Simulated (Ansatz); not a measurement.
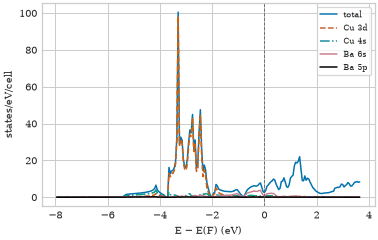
Figure: Total and projected density of states of BaCu in space group P6_3/mmc (No. 194; Ba on 4f, Cu on 2d, Cu on 2b), r²SCAN (plane waves, PAW; program Ansatz)

### Question
Which orbitals carry the states next to the Fermi level?

### Answer
Within 0.5 eV of the Fermi level: Ba 6s 36 %, Cu 4s 11 %, outside the projected shells 49 %. Projections are on Löwdin-orthogonalised atomic valence shells; empty p or d shells of many metals are not among them.

### Question
Where is the tallest occupied peak in this window, and what makes it?

### Answer
Near -3.3 eV, about 100 states/eV per cell; the largest projected share is Cu 3d.

The first step of the workflow began from a Materials Project structure, measured or hypothetical; the Crystallography Open Database copy checked does not list it. Its standing as an ambient phase is unchecked. The cell was relaxed with r²SCAN under the symmetry of its start; whether a distortion lowers the energy is not shown. The run is not spin-polarised. Scalar-relativistic: spin–orbit coupling is off unless named, which matters more the heavier the elements.

Potentials: the later of the program's two PAW sets.
